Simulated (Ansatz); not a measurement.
**CH5FOSn (SMILES FC[O][SnH3]) at r2SCAN0/def2-SVP (core potential)**

Aim: the vertical singlet–triplet gap of CH5FOSn at r2SCAN0/def2-SVP (core potential), from 2 runs. 

Program for the calculation: Ansatz 0.2.0.

117 further runs of the same task are left out: 117 set aside as unsound or not needed. Runs told in other sessions of the task aren't counted.

## (1) The system as given

CH5FOSn: 9 atoms, total charge 0, spin state singlet. As SMILES, `FC[O][SnH3]`. The coordinates come from a PBE0-D4/def2-TZVP relaxation. This is one conformer, not always the lowest.

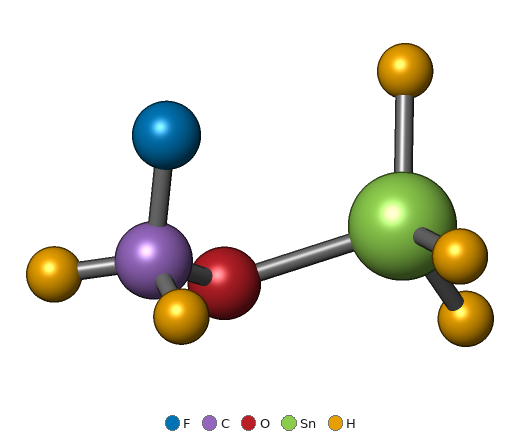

Viewed from a chosen angle; fluorine blue, carbon purple, oxygen red, tin green, hydrogen amber.

## (2) The energy at r2SCAN0/def2-SVP (core potential)

The input, molecule.yaml:

```yaml
crystal:
  periodic: [false, false, false]
  atoms:
    - {symbol: F, position_ang: [-0.596800, 1.754200, 0.031500]}
    - {symbol: C, position_ang: [-1.291500, 0.566100, 0.277800]}
    - {symbol: O, position_ang: [-0.736000, -0.463400, -0.405000]}
    - {symbol: Sn, position_ang: [1.239300, -0.701500, -0.319700]}
    - {symbol: H, position_ang: [-1.258800, 0.434000, 1.369300]}
    - {symbol: H, position_ang: [-2.319100, 0.724600, -0.066100]}
    - {symbol: H, position_ang: [1.690100, -0.390300, 1.294800]}
    - {symbol: H, position_ang: [1.407800, -2.333100, -0.765300]}
    - {symbol: H, position_ang: [1.953500, 0.363100, -1.434400]}
basis:
  gaussian:
    orbitals: def2-SVP
hamiltonian:
  xc: {name: r2SCAN0}
accuracy: high
output:
  orbitals: {seedname: orbitals}
```

The run is started by

```sh
$ ansatz run molecule.yaml --threads 1 --pin off --max-ram 3480MiB --events-out events.jsonl --progress --plain --runs-dir runs
```

Output:

```text
Warning: RAYON_NUM_THREADS=1 ignored (pool sized by the plan → 1); use --threads N
Functional definition: r2SCAN0
  name "r2SCAN0"
  parameter a = 0.25
  parameter k0 = 0.174
  parameter k1 = 0.065
  parameter a1 = 4.9479
  exchange = (1 - a)*r2scan_x(k0 = k0, k1 = k1, a1 = a1) + a*exact_x
  correlation = r2scan_c
2278 factors; integrals over basis functions are off by at most 3.5e-9 eV
mean field evaluation 1: about -11703.0665 eV, gradient 4.1e1 eV
mean field evaluation 2: about -11698.2184 eV, gradient 6.5e1 eV
mean field evaluation 4: about -11706.1291 eV, gradient 3.1e0 eV
mean field evaluation 8: about -11706.3339 eV, gradient 1.0e-1 eV
mean field evaluation 16: about -11706.3340 eV, gradient 1.2e-5 eV
mean field -11706.33396811 eV, -430.1998384901 hartree, gradient 6.5e-8 eV, S^2 0.000000; 0 other end points of the search recorded, 0 dependent functions left out
reference -11706.33396883 eV, -430.1998385164 hartree; 25, 25 occupied and 68, 68 virtual orbitals, 2278 factors
Total energy: -11706.33396883 eV, -430.1998385164 hartree
```

Run time: 20 s. Hardware: 1 thread of Arm Neoverse V1, shared host; peak memory 0.41 GiB.

## (3) The triplet, same level

The input, input.yaml:

```yaml
crystal:
  periodic: [false, false, false]
  atoms:
    - {symbol: F, position_ang: [-0.596800, 1.754200, 0.031500]}
    - {symbol: C, position_ang: [-1.291500, 0.566100, 0.277800]}
    - {symbol: O, position_ang: [-0.736000, -0.463400, -0.405000]}
    - {symbol: Sn, position_ang: [1.239300, -0.701500, -0.319700]}
    - {symbol: H, position_ang: [-1.258800, 0.434000, 1.369300]}
    - {symbol: H, position_ang: [-2.319100, 0.724600, -0.066100]}
    - {symbol: H, position_ang: [1.690100, -0.390300, 1.294800]}
    - {symbol: H, position_ang: [1.407800, -2.333100, -0.765300]}
    - {symbol: H, position_ang: [1.953500, 0.363100, -1.434400]}
basis:
  gaussian: {orbitals: def2-SVP}
accuracy: high
hamiltonian: {xc: {name: r2SCAN0}}
total_charge: 0
magnetization: {spin_polarized: true, initial_magnetization: 2}
output: {orbitals: {seedname: orbitals}}
```

The run is started by

```sh
$ ansatz run input.yaml --threads 1 --pin off --max-ram 3480MiB --events-out events.jsonl --progress --plain --runs-dir runs
```

Output:

```text
Warning: RAYON_NUM_THREADS=1 ignored (pool sized by the plan → 1); use --threads N
Functional definition: r2SCAN0
  name "r2SCAN0"
  parameter a = 0.25
  parameter k0 = 0.174
  parameter k1 = 0.065
  parameter a1 = 4.9479
  exchange = (1 - a)*r2scan_x(k0 = k0, k1 = k1, a1 = a1) + a*exact_x
  correlation = r2scan_c
2278 factors; integrals over basis functions are off by at most 3.6e-9 eV
mean field evaluation 1: about -11696.5413 eV, gradient 2.8e1 eV
mean field evaluation 2: about -11686.3589 eV, gradient 5.6e1 eV
mean field evaluation 4: about -11699.8999 eV, gradient 6.3e0 eV
mean field evaluation 8: about -11700.0942 eV, gradient 3.8e-1 eV
mean field evaluation 16: about -11700.3024 eV, gradient 2.1e-2 eV
mean field evaluation 32: about -11700.3024 eV, gradient 1.7e-5 eV
mean field -11700.30242440 eV, -429.9781833468 hartree, gradient 9.1e-8 eV, S^2 2.009032; 2 other end points of the search recorded, 0 dependent functions left out
reference -11700.30242677 eV, -429.9781834341 hartree; 26, 24 occupied and 67, 69 virtual orbitals, 2278 factors
Total energy: -11700.30242677 eV, -429.9781834341 hartree
```

Run time: 72 s. Hardware: 1 thread of Arm Neoverse V1, shared host; peak memory 0.68 GiB.

## (4) Results

At r2SCAN0/def2-SVP (core potential):

```
                                        quantity          value
                           singlet: total energy  -430.19984 Eh
                            singlet: HOMO energy       -8.10 eV
                            singlet: LUMO energy        0.04 eV
                          singlet: HOMO–LUMO gap        8.14 eV
                           triplet: total energy  -429.97818 Eh
     triplet: HOMO energy (highest over α and β)       -2.41 eV
                                   triplet: ⟨S²⟩          2.009
vertical energy of the triplet above the singlet       6.032 eV
```

In words: At this shape the triplet lies 6.03 eV (139 kcal/mol) above the singlet.
